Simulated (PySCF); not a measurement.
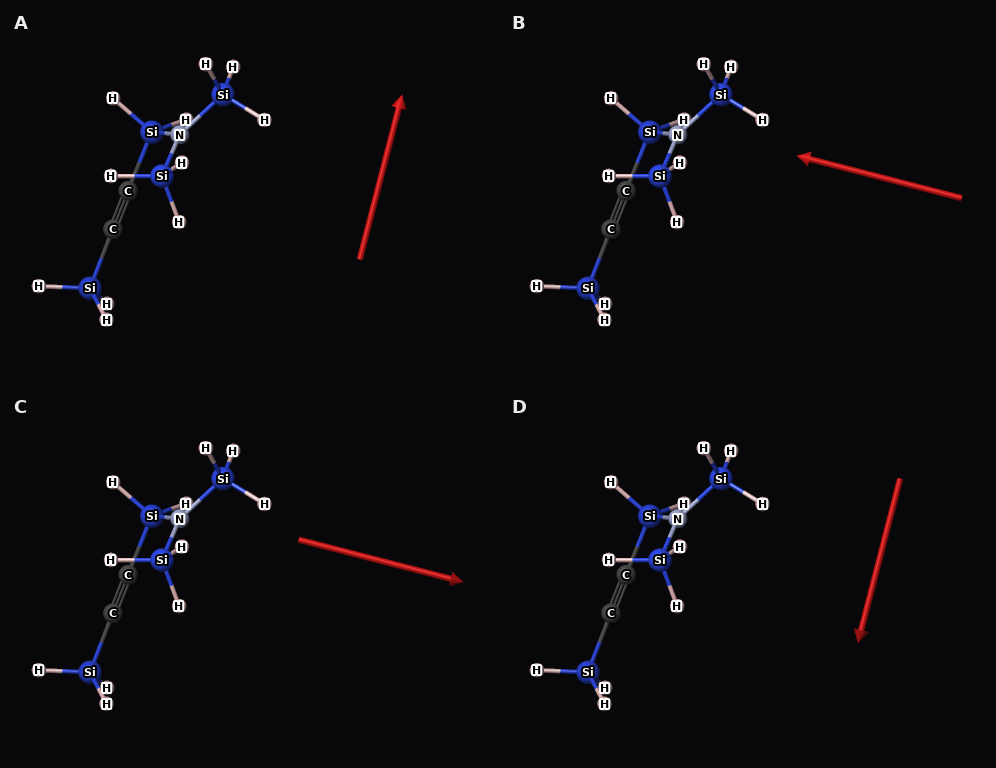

The same molecule four times, each with an arrow. The geometry was computed by an optimisation with GFN2-xTB. No frequency run is at hand to confirm it as a minimum. Method: PBE0/pcSseg-1, gas phase (PySCF 2.14.0).

Which arrow points along the dipole moment, from the negative to the positive end?

D. The dipole moment is 0.45 D.

The geometry is semi-empirical. Around Si such bond lengths and angles can be off by a tenth of an ångström or more and by several degrees, and values that hang on the shape move with them.
